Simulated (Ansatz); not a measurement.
Given this structure, the input geometry of an electronic-structure calculation (not necessarily at equilibrium), written in its standard cell:

```yaml
crystal:
  lattice:
    - [3.31000, 0.00000, 0.00000]
    - [0.00000, 3.31000, 0.00000]
    - [0.00000, 0.00000, 3.31000]
  atoms:
    - { symbol: Ta, position: [0.00000, 0.00000, 0.00000] }
    - { symbol: Ta, position: [0.50000, 0.50000, 0.50000] }
```

> Predict the [110] zone-axis pattern (200 kV, kinematic, B = 0.5 Å²).

The spots form a rectangular net whose two shortest vectors correspond to d = 2.34 Å and 1.66 Å, 90.0° apart. They are 1 -1 0 and 0 0 2. The pattern has symmetry 2mm. The lattice centring (I) removes all reflections that break h + k + l = 2n.

Strongest reflections with d > 0.80 Å, one of each family (|F|² from tabulated Gaussian fits of the electron scattering factors, times a small damping for the curvature of the Ewald sphere):

```json
{"hkl": "1 -1 0", "d (Å)": "2.341", "I (strongest = 100)": "100"}
{"hkl": "0 0 2", "d (Å)": "1.655", "I (strongest = 100)": "53"}
{"hkl": "1 -1 2", "d (Å)": "1.351", "I (strongest = 100)": "35"}
{"hkl": "2 -2 0", "d (Å)": "1.170", "I (strongest = 100)": "25"}
{"hkl": "2 -2 2", "d (Å)": "0.956", "I (strongest = 100)": "14"}
{"hkl": "0 0 4", "d (Å)": "0.828", "I (strongest = 100)": "9"}
```

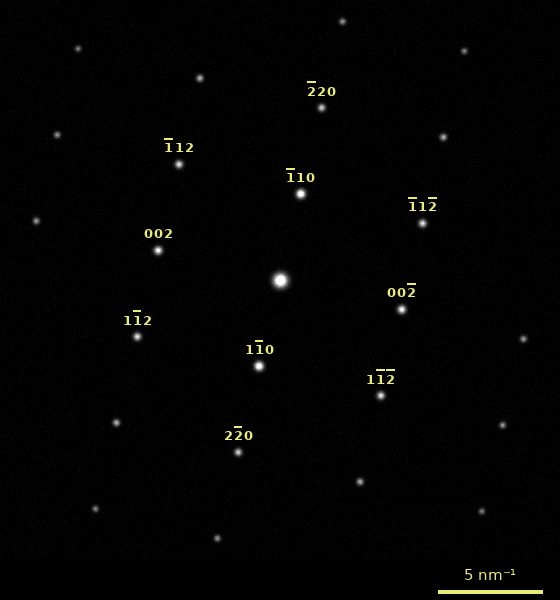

Calculated pattern, seen from the source side with [110] pointing towards the source.
